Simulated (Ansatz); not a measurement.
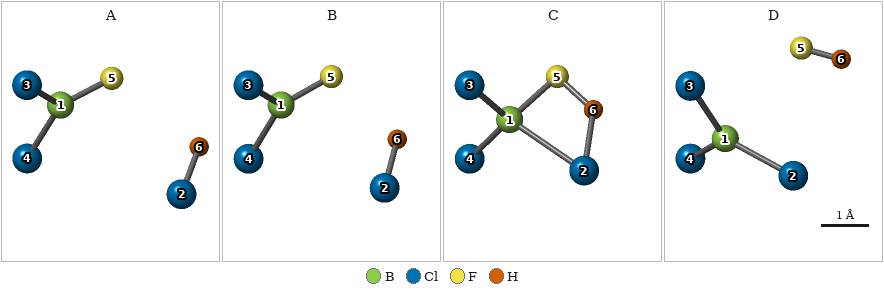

4 geometries from a converged minimum-energy path of BHCl3F, made up of BCl3 and HF, shuffled. Style: ball-and-stick. Shown from a free direction.

Method: RHF/6-31G* (Ansatz 0.2.0). Settings: 5 movable images; climbing image; force threshold 0.03 eV/Å; iteration limit 60; starting path through a guess of the saddle point.

### One of them is the converged climbing image. Which?

C. In order along the path, whose images run from 0 to 6: D (image 0, 0.00 eV), C (image 2, +1.43 eV), B (image 4, −0.74 eV), A (image 5, −0.87 eV). Breaking: B1–Cl2 (1.76 → 2.08 at the top → 3.83 Å), F5–H6 (0.91 → 1.15 at the top → 2.89 Å). Forming: B1–F5 (2.83 → 1.51 at the top → 1.30 Å), Cl2–H6 (3.14 → 1.56 at the top → 1.27 Å).

Limits of the set-up: the start holds two separate molecules, 2.8 Å apart at their closest, whose relative position is a soft coordinate and is computed without a dispersion correction; Hartree-Fock leaves out electron correlation.
